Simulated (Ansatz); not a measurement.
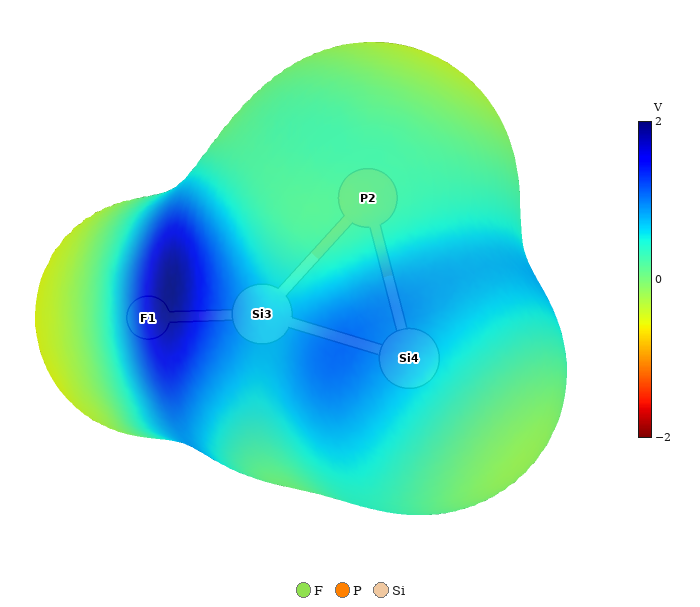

Figure. FPSi2 (SMILES F[Si]1=[Si]=P1). The electrostatic potential painted on the density surface at 0.002 e/bohr³, seen at a tilt; red is negative and blue positive.

Geometry: PBE0-D3(BJ)/def2-SVP.

The calculation used isolated molecule in a Gaussian basis; Kohn-Sham density functional theory, functional PBE0 in Ansatz.

Input

```
crystal:
  periodic: [false, false, false]
  atoms:
    - {symbol: F, position_ang: [-0.237051, -0.672138, 0.603988]}
    - {symbol: P, position_ang: [1.266515, 0.681230, -2.118992]}
    - {symbol: Si, position_ang: [0.302997, -0.723688, -0.916805]}
    - {symbol: Si, position_ang: [0.799642, -1.424013, -2.974501]}
basis:
  gaussian:
    orbitals: def2-TZVPD
hamiltonian:
  xc: {name: PBE0}
output: {forces: true, orbitals: {seedname: orbitals}}
```

Launched as:

```sh
ansatz run input.yaml --threads 1 --pin off --max-ram 2610MiB --events-out events.jsonl --progress --plain --runs-dir runs
```

### Which sites attract a positive test charge, and which a negative one?

A positive charge is drawn to the negative regions and a negative charge to the positive ones. The most negative region (about −0.5 V) lies over F1, the most positive (about +1.9 V) over Si3.

### How polar is the molecule by this calculation?

Its dipole moment is 0.70 D.
